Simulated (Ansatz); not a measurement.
NiSi$_{3}$P$_{4}$ (space group I-42m)

```cif
data_Ni2P8Si6
_chemical_formula_sum 'Si6 Ni2 P8'
_space_group_name_H-M_alt 'I-42m'
_space_group_IT_number 121
_space_group_name_Hall 'I -4 2'
_cell_length_a 5.16160
_cell_length_b 5.16160
_cell_length_c 10.35099
_cell_angle_alpha 90.000
_cell_angle_beta 90.000
_cell_angle_gamma 90.000
loop_
_atom_site_label
_atom_site_type_symbol
_atom_site_symmetry_multiplicity
_atom_site_Wyckoff_symbol
_atom_site_fract_x
_atom_site_fract_y
_atom_site_fract_z
_atom_site_occupancy
Si1 Si 4 d 0.00000 0.50000 0.25000 1
Si2 Si 2 b 0.00000 0.00000 0.50000 1
Ni1 Ni 2 a 0.00000 0.00000 0.00000 1
P1 P 8 i 0.25935 0.25935 0.38177 1
```
(The calculation used a cell of 8 atoms; values per cell refer to that cell.)

Equation-of-state scan: isotropic scaling of the cell above, V₀ being its volume. The atoms relax within the cell's symmetry.

Computed with PBEsol (plane waves to 420 eV, PAW, scalar-relativistic; Ansatz, a program for electronic structure). k mesh 9×9×9 (Γ-centred), Fermi-Dirac smearing 0.05 eV. Energies are smeared free energies. With the shape held, the modulus is that of even scaling; a crystal free to change shape is softer. NiSi3P4 is run without spin polarisation. NiSi3P4 was relaxed with its symmetry unable to fall. The zero of ΔE is the relaxed starting cell.

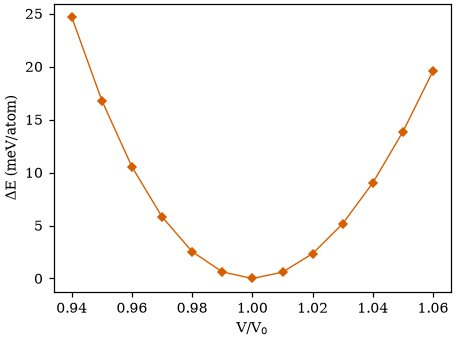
Figure. ΔE (meV/atom) against V/V₀; markers are the computed points, lines only join them.

What is ΔE at V/V₀ = 1.060?

About 20 meV/atom.

What is ΔE at V/V₀ = 0.940?

About 25 meV/atom.

What bulk modulus at fixed cell shape B₀ follows from a third-order Birch-Murnaghan fit?

About 110 GPa.

(Under strain, the slope of the energy per volume gives the stress and its curvature an elastic modulus.)
